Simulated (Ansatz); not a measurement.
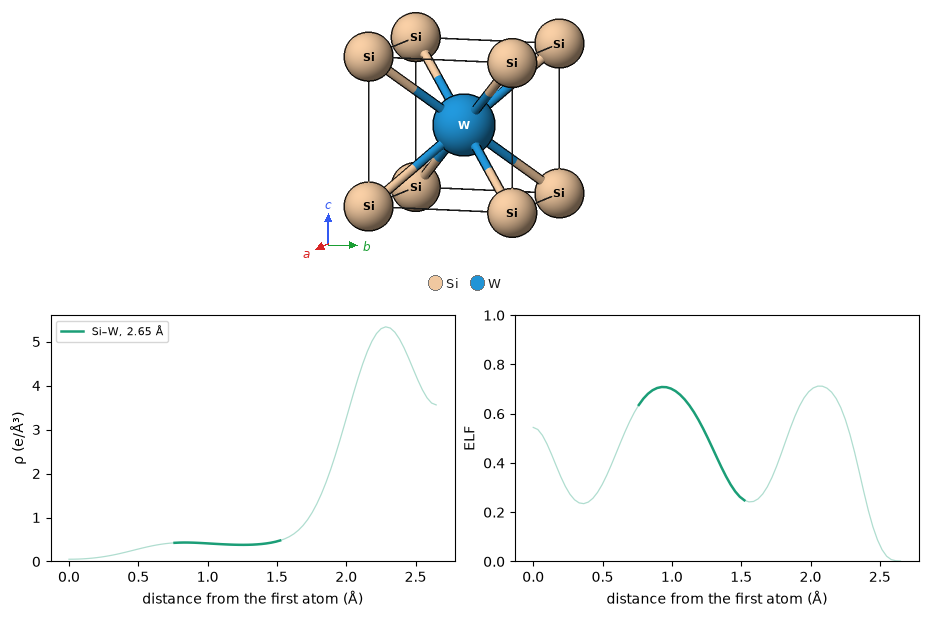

Figure. SiW. Valence electron density and ELF along straight lines between neighbouring atoms. Thin, pale parts lie inside the atomic spheres. The structure is drawn too.

Space group Pm-3m; a structure generated by program, which may or may not match a known phase.

Level of theory: DFT PBE, scalar-relativistic, plane waves, PAW (Ansatz 0.2.0).

The density is the valence pseudo-density of a PAW calculation; it isn't the true density close to the nuclei.

Question: What can be read from the curves?

Answer: Si–W (2.65 Å): ρ at the midpoint is about 0.38 e/Å³; the ELF peaks at about 0.70 in the valence shell of Si, 0.9 Å from its nucleus, and is about 0.40 at the midpoint.
